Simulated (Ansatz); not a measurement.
# Abstraction of F: GeF4 + SiH3 → GeF3 + SiH3F

Species: GeF4 (tetrafluorogermane) `[F][Ge]([F])([F])[F]`, singlet; SiH3 (silyl radical) `[SiH3]`, doublet; GeF3 `[F][Ge]([F])[F]`, doublet; SiH3F `F[SiH3]`, singlet. A radical takes F: the energy is the difference in strength between the Ge–F bond broken and the Si–F bond made.

Shapes, held fixed at every level: PBE0-D4/def2-TZVP. Programs: Ansatz 0.2.0. The zero-point and thermal change to 298 K, harmonic and unscaled (PBE0-D4/def2-TZVP), is +5.2 kJ/mol.

```json
{"level": "MP2/def2-SVP", "kind": "perturbation theory", "ΔH(298 K) (kJ/mol)": "-58.9", "less CCSD(T)/def2-TZVPP": "+19.9"}
{"level": "MP2/def2-TZVPP", "kind": "perturbation theory", "ΔH(298 K) (kJ/mol)": "-84.0", "less CCSD(T)/def2-TZVPP": "-5.2"}
{"level": "SPW92/def2-TZVPP", "kind": "LDA", "ΔH(298 K) (kJ/mol)": "-99.8", "less CCSD(T)/def2-TZVPP": "-21.0"}
{"level": "r2SCAN-D4/def2-TZVPP", "kind": "meta-GGA", "ΔH(298 K) (kJ/mol)": "-91.4", "less CCSD(T)/def2-TZVPP": "-12.6"}
{"level": "PBE0-D4/def2-TZVPP", "kind": "global hybrid", "ΔH(298 K) (kJ/mol)": "-91.4", "less CCSD(T)/def2-TZVPP": "-12.6"}
{"level": "CCSD(T)/def2-SVP", "kind": "coupled cluster or CI", "ΔH(298 K) (kJ/mol)": "-57.9", "less CCSD(T)/def2-TZVPP": "+20.9"}
{"level": "CCSD(T)/def2-TZVPP", "kind": "coupled cluster or CI", "ΔH(298 K) (kJ/mol)": "-78.8", "less CCSD(T)/def2-TZVPP": "0.0"}
```

The highest level, CCSD(T)/def2-TZVPP, gives ΔH(298 K) = -78.8 kJ/mol; the levels span -99.8 to -57.9. The column of differences is taken from that level and isn't an error. No measured value is set beside it here. Open shells run unrestricted. Relativity is left out for Ge. Outer-core shells of Ge are correlated, in sets that cover them unevenly.

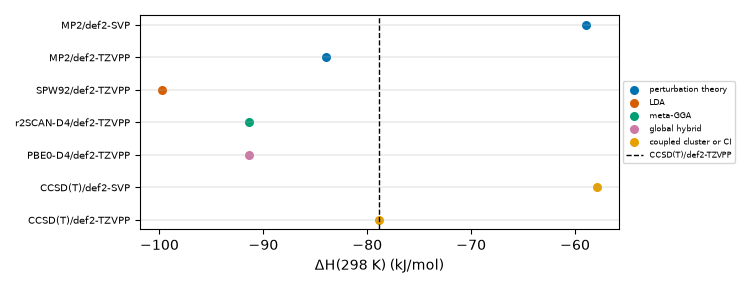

The values of the table, level by level.
